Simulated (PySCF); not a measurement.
```xyz
18

C     0.9040    1.1562   -0.7719
C     0.2955    0.1718   -0.1322
C     0.8360   -1.1879   -0.1049
C     1.7248   -1.4571    1.1364
C    -1.0355    0.3835    0.5582
C    -2.1756   -0.0994   -0.3860
H     0.5034    2.1261   -0.6558
H     1.8869    1.0546   -1.1457
H     0.0076   -1.8888   -0.1529
H     1.4928   -1.2808   -1.0091
H     2.2687   -0.5505    1.3436
H     2.5561   -2.1460    0.8696
H     1.1809   -1.8647    1.9518
H    -1.0518   -0.1322    1.5665
H    -1.3062    1.4113    0.7846
H    -2.1155    0.4310   -1.2756
H    -3.2298    0.0657    0.0873
H    -2.0578   -1.1756   -0.5785
```

Geometry: GFN2-xTB, MD frame at 250 fs, 300 K.

Theory: PySCF, PBE0/pcSseg-1, SCF density, gas phase, non-relativistic.

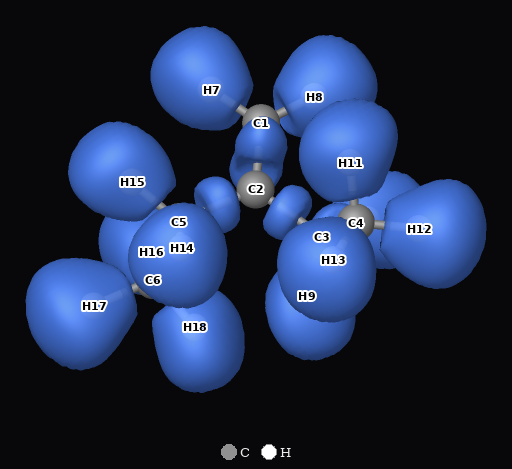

C$_{6}$H$_{12}$. Isosurface of the electron localisation function at 0.75 (blue), seen at an oblique angle. Only the valence region is drawn (cores and ρ < 0.01 e/Å³ removed).

### Where are the electrons localised?

The surface consists of five regions between bonded C–C atoms (shared pairs) and twelve regions around hydrogen nuclei.

Values along the shortest contacts:
C–C (1.32 Å): the ELF peaks at about 0.90 between the atoms (a short, multiple covalent bond). C–H (1.04 Å): the ELF climbs to about 1 towards the hydrogen, as it does in any bond to H: a covalent bond by its length.
